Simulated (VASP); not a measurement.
Band structure of WSi$_{2}$ (MoSi2 type). All values below come from PBE GGA with D3 dispersion (zero damping), VASP's PBE PAW potentials (set 64) (plane waves; VASP 6.6.1).

Unless said otherwise, spin-orbit coupling is left out, though it shifts the bands of the heavy elements here.

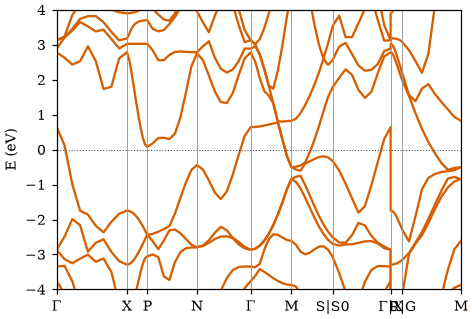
Figure: Bands along high-symmetry lines, zero at the valence-band maximum or, without a gap, the Fermi level

### Question
Read the plot: is there a gap, and where are the band edges?

### Answer
It has no gap at this level: it comes out as a metal or semimetal. (Edges off the drawn lines would not show.)

The compound is WSi2 in the MoSi2 type structure. It was relaxed first.
